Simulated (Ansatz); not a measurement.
Loss of H2: C2H3F2Si → C2HF2Si + H2

Species: C2H3F2Si `[H]/[C]=C\[SiH](F)F`, doublet; C2HF2Si `C#C[Si](F)F`, doublet; H2 (hydrogen), singlet. 

Shapes, held fixed at every level: PBE0-D4/def2-TZVP. Flexible molecules stand in one conformer, not always the lowest. Programs: Ansatz 0.2.0. The zero-point and thermal change to 298 K, harmonic and unscaled (PBE0-D4/def2-TZVP), is -15.9 kJ/mol.

```
                level           kind  ΔH(298 K) (kJ/mol)  CPU time (sum over the molecules)
    PBE-D4/def2-TZVPP            GGA              +109.9                               14 s
 r2SCAN-D4/def2-TZVPP       meta-GGA              +120.0                               32 s
  B3LYP-D4/def2-TZVPP  global hybrid              +110.8                               20 s
  BHLYP-D4/def2-TZVPP  global hybrid              +132.3                               19 s
   PBE0-D4/def2-TZVPP  global hybrid              +128.0                               18 s
r2SCAN0-D4/def2-TZVPP  global hybrid              +133.7                               33 s
    B2PLYP/def2-TZVPP  double hybrid              +102.0                               26 s
```

B2PLYP/def2-TZVPP gives ΔH(298 K) = +102.0 kJ/mol; the levels span +102.0 to +133.7. The median of the levels is +120.0. No measured value is set beside it here. Spin contamination: C2H3F2Si (⟨S²⟩ up to 0.92). Open shells run unrestricted unless RO is named. Times are processor times on shared x86 and Arm servers, and rough.

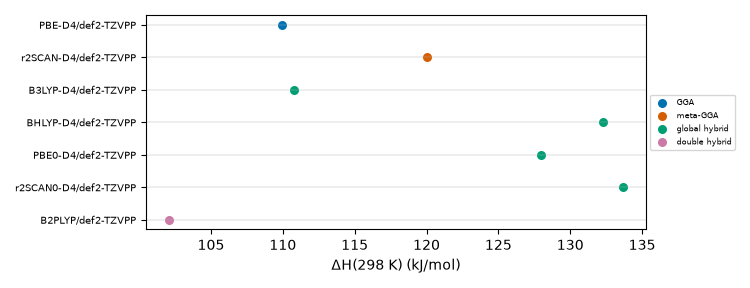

The values of the table, level by level.
